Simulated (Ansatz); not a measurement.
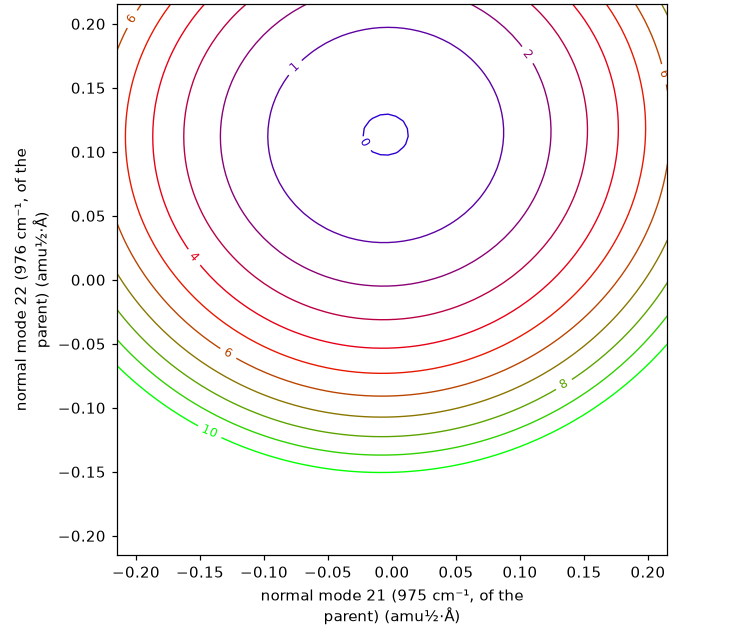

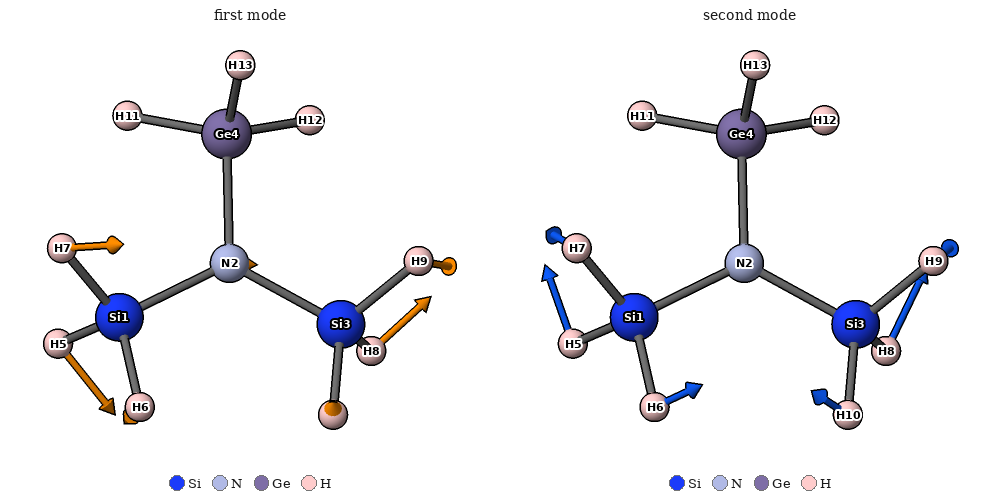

Energy landscape of GeH9NSi2, charge +1, spin multiplicity 2. 
- First axis: normal mode 21 (975 cm⁻¹, of the parent). Second axis: normal mode 22 (976 cm⁻¹, of the parent).
- Nothing is relaxed (straight displacements along the two mass-weighted modes).
- The grid has 11 × 11 points.
- Points are written as (first, second).
- Energies are in kJ/mol, from the lowest grid point.
- Near the degeneracy a single determinant is a rough description.
- Level of theory: Ansatz, UKS B3LYP-D4/def2-SVP.

Drawn: contour lines labelled in kJ/mol (none above 10). Between grid points the surface is interpolated. The second picture is the reference structure; its two panels give the patterns of the first and the second mode as arrows.

Describe this landscape.

The lowest grid point is at (0.000 amu½·Å, 0.129 amu½·Å). It is the only kind of minimum in the scanned range. The highest grid point, (0.215 amu½·Å, −0.215 amu½·Å), lies 21.8 kJ/mol above the lowest.

Grid values (kJ/mol):

```
second ↓, first →  −0.215  −0.172  −0.129  −0.086  −0.043  0.000  0.043  0.086  0.129  0.172  0.215
            0.215     6.9     5.0     3.4     2.3     1.7    1.5    1.7    2.4    3.6    5.2    7.2
            0.172     5.9     3.9     2.4     1.3     0.7    0.5    0.7    1.5    2.6    4.2    6.3
            0.129     5.4     3.4     1.9     0.8     0.2    0.0    0.3    1.0    2.2    3.8    5.9
            0.086     5.4     3.5     1.9     0.9     0.2    0.1    0.4    1.1    2.3    3.9    6.0
            0.043     6.0     4.1     2.5     1.5     0.9    0.7    1.0    1.7    2.9    4.6    6.7
            0.000     7.2     5.2     3.7     2.6     2.0    1.8    2.1    2.9    4.1    5.8    7.9
           −0.043     8.9     6.9     5.3     4.3     3.7    3.5    3.8    4.6    5.8    7.5    9.7
           −0.086    11.1     9.1     7.6     6.5     5.9    5.7    6.0    6.8    8.1    9.8   11.9
           −0.129    13.8    11.8    10.3     9.2     8.6    8.5    8.8    9.6   10.8   12.5   14.7
           −0.172    17.0    15.0    13.5    12.5    11.8   11.7   12.0   12.8   14.1   15.8   18.0
           −0.215    20.8    18.8    17.3    16.2    15.6   15.5   15.8   16.6   17.9   19.6   21.8
```

The input of one point:

```yaml
crystal:
  periodic: [false, false, false]
  atoms:
    - { symbol: Si, position_ang: [-0.654734, 1.408398, -0.881326] }
    - { symbol: "N", position_ang: [0.022527, 0.065172, 0.026192] }
    - { symbol: Si, position_ang: [0.474216, 0.163563, 1.718667] }
    - { symbol: Ge, position_ang: [0.189134, -1.583715, -0.838239] }
    - { symbol: H, position_ang: [-2.130046, 1.260982, -1.088302] }
    - { symbol: H, position_ang: [-0.307885, 2.669401, -0.168902] }
    - { symbol: H, position_ang: [-0.094972, 1.409098, -2.268828] }
    - { symbol: H, position_ang: [-0.497742, -0.550952, 2.606292] }
    - { symbol: H, position_ang: [1.753184, -0.578812, 1.950039] }
    - { symbol: H, position_ang: [0.619519, 1.602302, 2.074403] }
    - { symbol: H, position_ang: [-0.939397, -1.683828, -1.883893] }
    - { symbol: H, position_ang: [0.047922, -2.684775, 0.231419] }
    - { symbol: H, position_ang: [1.56578, -1.681405, -1.527798] }
magnetization:
  spin_polarized: true
  initial_magnetization: 1
total_charge: 1
basis:
  gaussian: { orbitals: def2-SVP }
hamiltonian:
  xc: { name: B3LYP }
  dispersion: d4
output:
  forces: true
```

Time for the 121 points that were run: 14 min on 1 thread of AMD EPYC 9R45 96-Core Processor (Zen 5), on a shared host.
